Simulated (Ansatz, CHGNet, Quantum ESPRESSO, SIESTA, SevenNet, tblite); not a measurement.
# Random fluorite-type alloy of CaF2 and CdF2 (96 atoms) in other programs, against a plane-wave reference

How near do other programs and methods come to a plane-wave reference for random fluorite-type alloy of CaF2 and CdF2 (96 atoms)? A plane-wave run serves as the reference.

Method: Kohn-Sham DFT, PBE, SSSP efficiency 1.3.0 pseudopotentials, plane waves, in Quantum ESPRESSO 7.5.

### Step 1. The structure

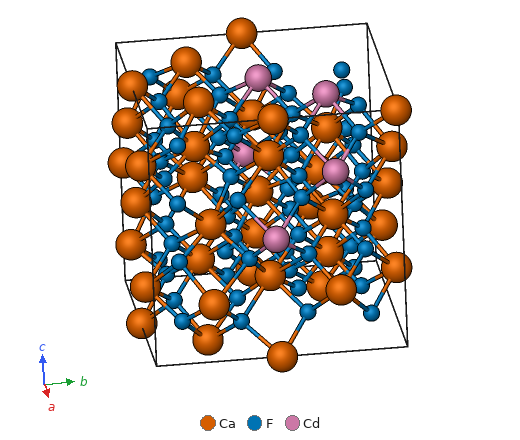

The starting structure, seen slightly off an axis (calcium orange, fluorine blue, cadmium pink). Bonds to atoms that aren't drawn are left out. Some periodic images of atoms are drawn too.

The cell holds 96 atoms: 28 Ca, 64 F and 4 Cd. Cell: a = 10.908 Å, b = 10.908 Å, c = 10.908 Å, α = 90.0°, β = 90.0°, γ = 90.0°. It derives from CaF2 (fluorite-type), repeated 2×2×2. Fluorite-type CaF2, 2 x 2 x 2 conventional cells, 4 of 32 Ca sites given to Cd at random (x = 0.125), lattice by Vegard's rule (a = 5.454 Å); every coordinate displaced by a Gaussian of 0.09 Å. Then every atom was moved at random, 0.03 Å r.m.s. a Cartesian component.

### Step 2. Reference: Quantum ESPRESSO, plane waves

Input file pw.in:

```
&control
  calculation = 'scf'
  pseudo_dir = './pseudo'
  outdir = './tmp'
  disk_io = 'none'
  tprnfor = .true.
  tstress = .true.
/
&system
  ibrav = 0
  nat = 96
  ntyp = 3
  ecutwfc = 60
  ecutrho = 480
  nosym = .true.
  occupations = 'smearing'
  smearing = 'fd'
  degauss = 0.003675
/
&electrons
  conv_thr = 4.8e-07
  electron_maxstep = 100
  mixing_beta = 0.4
  mixing_mode = 'plain'
  diagonalization = 'david'
/
ATOMIC_SPECIES
Ca 40.078 Ca.upf
F 18.998 F.upf
Cd 112.414 Cd.upf
CELL_PARAMETERS angstrom
10.90780 0.00000 0.00000
0.00000 10.90780 0.00000
0.00000 0.00000 10.90780
ATOMIC_POSITIONS crystal
Ca 0.99445 0.99171 0.99445
F 0.12252 0.12466 0.12029
F 0.36635 0.37507 0.37234
Ca 0.98474 0.24041 0.23388
F 0.14252 0.37812 0.38060
F 0.36149 0.12541 0.14637
Ca 0.24877 0.00124 0.24025
F 0.38982 0.12706 0.36731
F 0.11775 0.38834 0.13411
Ca 0.25464 0.24808 0.99051
F 0.36659 0.36339 0.12166
F 0.10813 0.11262 0.38227
[... 80 atom lines left out ...]
F 0.62510 0.88896 0.61267
Ca 0.75007 0.75156 0.48819
F 0.87307 0.87166 0.62500
F 0.62677 0.61851 0.87744
K_POINTS gamma
```

On the command line:

```sh
$ OMP_NUM_THREADS=1 mpirun -np 4 pw.x -in pw.in > output.txt
```

Output:

```text
Program PWSCF
     gamma-point specific algorithms are used
     one sub-group per band group will be used
     scalapack distributed-memory algorithm (size of sub-group:  2*  2 procs)
     Parallelization info
     sticks:   dense  smooth     PW     G-vecs:    dense   smooth      PW
     Min        4058    2026    505               388777   137502   17171
     Max        4060    2028    508               388780   137508   17180
     Sum       16237    8109   2025              1555115   550025   68699
     bravais-lattice index     =            0
     lattice parameter (alat)  =      20.6128  a.u.
     unit-cell volume          =    8758.0637 (a.u.)^3
     number of atoms/cell      =           96
     number of atomic types    =            3
     number of electrons       =       776.00
[... lines left out ...]
     scf convergence threshold =      4.8E-07
[... lines left out ...]
     number of k points=     1  Fermi-Dirac smearing, width (Ry)=  0.0037
[... lines left out ...]
     total energy              =   -5711.08707725 Ry
[... lines left out ...]
     total energy              =   -5713.74685122 Ry
[... lines left out ...]
     total energy              =   -5713.79988719 Ry
[... lines left out ...]
     total energy              =   -5713.82543194 Ry
[... lines left out ...]
     total energy              =   -5713.82543947 Ry
[... lines left out ...]
          k = 0.0000 0.0000 0.0000 ( 34350 PWs)   bands (ev):
   -33.3692 -33.1610 -33.0763 -33.0295 -32.8050 -32.7906 -32.7876 -32.7128
   -32.6563 -32.5688 -32.5626 -32.5270 -32.5174 -32.5035 -32.4912 -32.4865
   -32.4800 -32.4463 -32.3172 -32.1974 -32.1061 -32.0221 -31.9998 -31.9832
[...]
13.1319  13.1534  13.1688  13.1858  13.2074  13.2152  13.2378  13.2580
    13.2677  13.2893  13.2975  13.3174  13.3403  13.3568  13.3743  13.3811
    13.4036  13.4290
     the Fermi energy is     6.4606 ev
!    total energy              =   -5713.82544188 Ry
     estimated scf accuracy    <       0.00000026 Ry
     smearing contrib. (-TS)   =       0.00000000 Ry
     internal energy E=F+TS    =   -5713.82544188 Ry
     The total energy is F=E-TS. E is the sum of the following terms:
     one-electron contribution =   -2255.07482663 Ry
     hartree contribution      =    1565.05336609 Ry
     xc contribution           =   -1112.13065575 Ry
     ewald contribution        =   -3911.67332560 Ry
     convergence has been achieved in   9 iterations
     Forces acting on atoms (cartesian axes, Ry/au):
     atom    1 type  1   force =     0.03132829    0.00603754    0.01259620
     atom    2 type  2   force =    -0.01338111    0.01693403    0.01626400
     atom    3 type  2   force =     0.03267711   -0.00163637    0.01084217
[...]
atom   95 type  2   force =     0.00736307   -0.00106044    0.02111382
     atom   96 type  2   force =    -0.00519745    0.02034323   -0.00521137
     Total force =     0.504123     Total SCF correction =     0.001289
     Computing stress (Cartesian axis) and pressure
          total   stress  (Ry/bohr**3)                   (kbar)     P=       54.06
   0.00037171   0.00004250  -0.00002205           54.68        6.25       -3.24
   0.00004250   0.00037437  -0.00004272            6.25       55.07       -6.28
  -0.00002205  -0.00004272   0.00035643           -3.24       -6.28       52.43
     Message from routine punch:
     Nothing written, as per user request (disk_io='none')
```

It took 4.1 min on 4 MPI ranks of Arm Neoverse V1, shared host; peak memory 4.5 GiB.

Banners, paths, timers and routine set-up lines are dropped from the logs unmarked, and long logs keep their key lines alone; longer cuts are marked.

Numbers from this run:

- r.m.s. force component: 0.7638 eV/Å
- longest force: 2.835 eV/Å
- pressure: 5.406 GPa
- gap (highest filled to lowest empty level): 4.5 eV

### Step 3. The other programs

The programs:
- CHGNet: machine-learned potential, published weights.
- SIESTA 5.4.2: numerical atomic orbitals, whose automatically made sets are far from complete, with PseudoDojo norm-conserving potentials that we converted to its format (checked against plane waves on the same files for H, C, O, Si, Ge and Ca alone); labels give functional, basis size, energy shift and mesh cutoff.
- SevenNet: machine-learned potential, published weights.

All use the same cell and atoms; the electronic-structure runs use the same k-mesh, and an electronic temperature of 580 K (0.05 eV) where levels are smeared.

Differences are against the plane-wave reference, forces as r.m.s. over components; share is that over the reference's r.m.s. force, slope the least-squares factor from reference forces to these. Total energies of different programs have different zeros and aren't compared.

| run | Δ force, r.m.s. (meV/Å) | share (%) | slope | Δ pressure (GPa) | Δ gap (eV) | cores | CPU time | memory (GiB) |
| --- | --- | --- | --- | --- | --- | --- | --- | --- |
| reference | - | - | - | - | - | 4 | 16 min | 4.5 |
| CHGNet 0.3.0 potential | 93.2 | 12.2 | 0.906 | 0.0203 | - | 1 | 4.7 s | 1.4 |
| CHGNet r2SCAN potential | 213 | 27.8 | 0.729 | -3.70 | - | 1 | 4.8 s | 1.4 |
| SIESTA PBE, DZP, shift 0.01 Ry, mesh 100 Ry (coarse) | 318 | 41.6 | 1.345 | 1.09 | -0.203 | 2 | 52 s | 0.63 |
| SIESTA PBE, DZP, shift 0.01 Ry, mesh 500 Ry | 317 | 41.5 | 1.348 | 0.972 | -0.203 | 2 | 4.2 min | 1.9 |
| SIESTA PBE, SZ, shift 0.01 Ry, mesh 500 Ry (coarse) | 348 | 45.5 | 1.377 | -5.56 | -2.37 | 1 | 91 s | 0.84 |
| SevenNet l3i5 potential | 40.1 | 5.25 | 0.977 | 0.0475 | - | 1 | 12 s | 1.7 |

Rows marked coarse were listed beforehand as settings not expected to be converged; some can still land near the reference.

Times of the machine-learned potentials are mostly Python's start and the loading of weights.

CPU time is summed over cores on a shared host, where runs went side by side, so it is rough. Symmetry, cutoffs, thresholds, outputs and thread counts weren't matched or tuned between programs; memory under MPI is the largest rank's times the ranks.

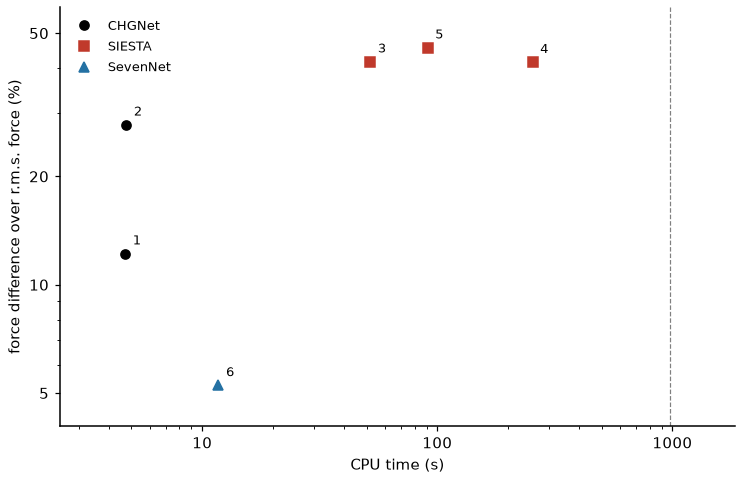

Force difference against CPU time; the dashed line marks the reference's time. Points: 1 CHGNet 0.3.0 potential; 2 CHGNet r2SCAN potential; 3 SIESTA PBE, DZP, shift 0.01 Ry, mesh 100 Ry; 4 SIESTA PBE, DZP, shift 0.01 Ry, mesh 500 Ry; 5 SIESTA PBE, SZ, shift 0.01 Ry, mesh 500 Ry; 6 SevenNet l3i5 potential.

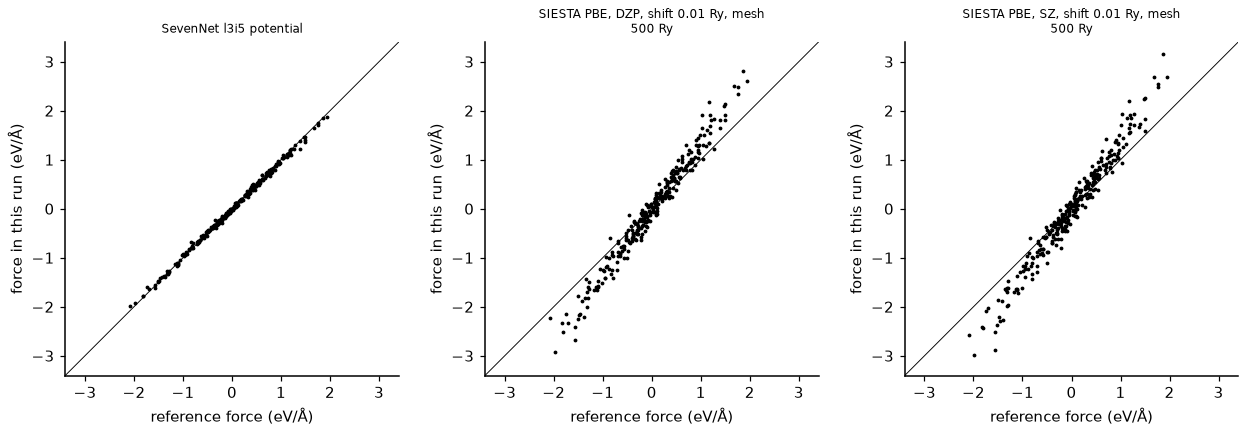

Force components against those of the reference; the line marks equality.

Runs without a result: tblite GFN1-xTB (not converged, the SCF not settling).

Within one program, basis, potentials and functional, energies share a zero. Each run against its twin at the usual cutoff or grid and solver:

| run | twin | Δ energy (meV/atom) | Δ force, r.m.s. (meV/Å) | CPU time over the twin's |
| --- | --- | --- | --- | --- |
| SIESTA PBE, DZP, shift 0.01 Ry, mesh 100 Ry | DZP, shift 0.01 Ry, mesh 500 Ry | -3.57 | 26.3 | 0.20 |

### Step 4. What came out

```
reference r.m.s. force component                       : 0.764 eV/Å
nearest in forces                                      : SevenNet l3i5 potential, 5.3 %
farthest in forces                                     : SIESTA PBE, SZ, shift 0.01 Ry, mesh 500 Ry (coarse), 46 %
cheapest electronic-structure run beside the reference : SIESTA PBE, DZP, shift 0.01 Ry, mesh 100 Ry, 52 s of CPU time
```

The PBE run in local orbitals, coarse settings apart, differs by 42 % (SIESTA PBE, DZP, shift 0.01 Ry, mesh 500 Ry); basis, grid and potentials can all enter, and differences of this size make the forces unusable. Machine-learned potentials differ by 5.3 % (SevenNet l3i5 potential) to 28 % (CHGNet r2SCAN potential); they were trained on other programs' data, some at another functional. Runs with settings chosen to be coarse differ by 42 % (SIESTA PBE, DZP, shift 0.01 Ry, mesh 100 Ry) to 46 % (SIESTA PBE, SZ, shift 0.01 Ry, mesh 500 Ry), their programs' other errors included. Of the electronic-structure runs that take under half the reference's CPU time, SIESTA PBE, DZP, shift 0.01 Ry, mesh 500 Ry is among the nearest, at 42 % in 4.2 min against 16 min. SIESTA PBE, SZ, shift 0.01 Ry, mesh 500 Ry stiffens the forces by a factor of 1.38 while following their directions (correlation 0.983); the slopes of the 3 SIESTA runs lie between 1.34 and 1.38. At the same functional, gaps differ from the reference's 4.50 eV by between -2.37 and -0.20 eV. These are spacings on the run's k-points, which needn't hold the band edges. In pressure, SIESTA PBE, SZ, shift 0.01 Ry, mesh 500 Ry misses by -5.6 GPa, at the same functional. In the reference: filled and empty levels are parted by 4.50 eV on the run's k-points; the mesh holds the band edges only if they fold onto it, so the gap at this level can be narrower or closed, while semilocal functionals tend to narrow gaps against experiment. The potentials hold different valence shells: 776 electrons in the reference, 808 in SIESTA; this bears on time and differences. The reference's pressure holds the uncorrected Pulay stress of its 60 Ry basis, so small pressure differences, and their order, may be the reference's own error. Machine-learned potentials mimic data converged in k, so the reference's own k-point error enters their differences. The host structure and its lattice constant were typed by rule, without a check against the phase diagram. The reference's pressure of 5.4 GPa belongs to a cell and atoms that aren't relaxed at this level. The electronic-structure runs sample only Γ, in a cell whose shortest periodic width is 11 Å.

[Also dropped from logs without a mark: logging warnings of Python, and SIESTA's first energy breakdown and zero terms.]

[Logs are printed without paths, hosts, clocks, repeated set-up lines and the standing remarks that a program may print on its own settings, such as how far it seeks lower states.]

[Hosts, paths, dates, database ids (printed as entryN), source tags and the programs' standing remarks are cut or masked in the printed files.]
